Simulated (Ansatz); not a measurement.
```tsv
atom	x (Å)	y (Å)	z (Å)
Si	-1.3942	-1.1830	0.8790
H	-1.3301	-1.2893	-0.5988
H	-1.7489	-2.5518	1.3760
H	-0.0693	-0.8735	1.4738
H	-2.4629	-0.2751	1.3536
H	0.2938	1.2262	-0.4691
N	-0.6420	1.4056	-0.1039
H	1.9009	-0.5853	-0.2007
N	2.1007	0.1211	-0.8995
H	-0.5714	2.1388	0.5909
H	-1.2119	1.7632	-0.8605
H	3.0468	0.4446	-0.7404
H	2.0886	-0.3412	-1.8004
```

The reactant side of a reaction path; geometry: PBE0-D4/def2-TZVP; a saddle point, not a minimum.

All numbers below come from RKS PBE0-D4/def2-TZVPP (Ansatz 0.2.0).

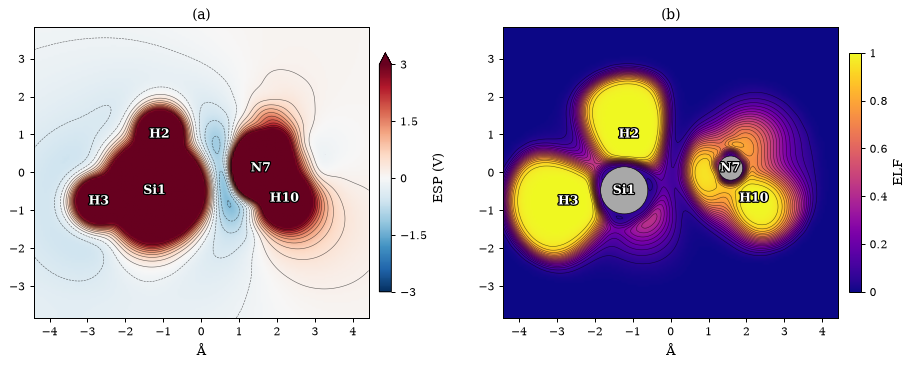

SiH₄···NH₃···NH₃. (a) molecular electrostatic potential; (b) ELF on the plane of atoms H2, Si1 and H3. Grey discs cover the atomic cores in the ELF map.

> Read the bonding off the picture.

- Atoms in the plane: Si, H and N.
- Si1···N7 (2.87 Å): the ELF is about 0.15 at the midpoint.
- N–H (1.01 Å): the ELF climbs to about 1 towards the hydrogen, as it does in any bond to H; an ordinary covalent bond to hydrogen.
- Si–H (1.48 Å): the ELF climbs to about 1 towards the hydrogen.
- Outside the dense part of the complex the potential is most negative (−1.3 V) near N7.
